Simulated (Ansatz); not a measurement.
# Fields on a plane of CeO2 (fluorite)

```yaml
crystal:
  lattice:
    - [0.00000, 2.71868, 2.71868]
    - [2.71868, 0.00000, 2.71868]
    - [2.71868, 2.71868, 0.00000]
  atoms:
    - { symbol: Ce, position: [0.00000, 0.00000, 0.00000] }
    - { symbol: O, position: [0.25000, 0.25000, 0.25000] }
    - { symbol: O, position: [0.75000, 0.75000, 0.75000] }
```

The slice is a {111} plane (indices of the conventional cell) through the point (0.250, 0.250, 0.250) (fractional), spanned by u = [100] and v = [-1 2 0] in vectors of this cell: u (3.84 Å) and v (6.66 Å, at 90° to u). It covers one period; positions are fractions (u, v).

Atoms on it: O at (0.00, 0.00); O at (0.50, 0.50). Other atoms lie within 1 Å of the plane.

Computed with r2SCAN (plane waves to 500 eV, PAW, scalar-relativistic; Ansatz, a program for electronic structure). k mesh 11×11×11. Inside the PAW spheres the values are not all-electron values, and peaks at nuclei hang on which shells count as valence. CeO2 is run without spin polarisation. CeO2 was relaxed with its symmetry unable to fall. The f-shell state is unchecked: a lower one may exist.

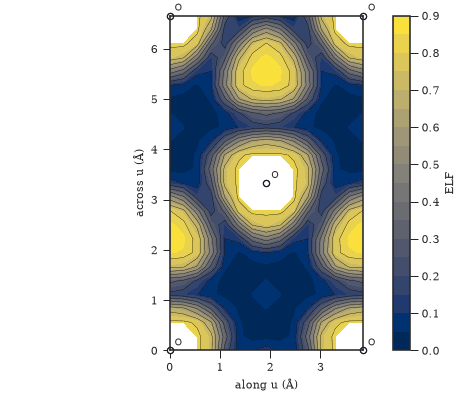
Figure. Electron localisation function (ELF), one period of the plane, atoms marked. Points within 0.5 Å of a nucleus are left white, as the pseudised field means little there.

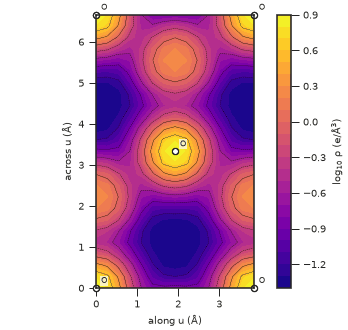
Figure: Log₁₀ of the valence density in e/Å³, one period of the plane, atoms marked. The scale is logarithmic, as a density can span decades between atoms and voids.
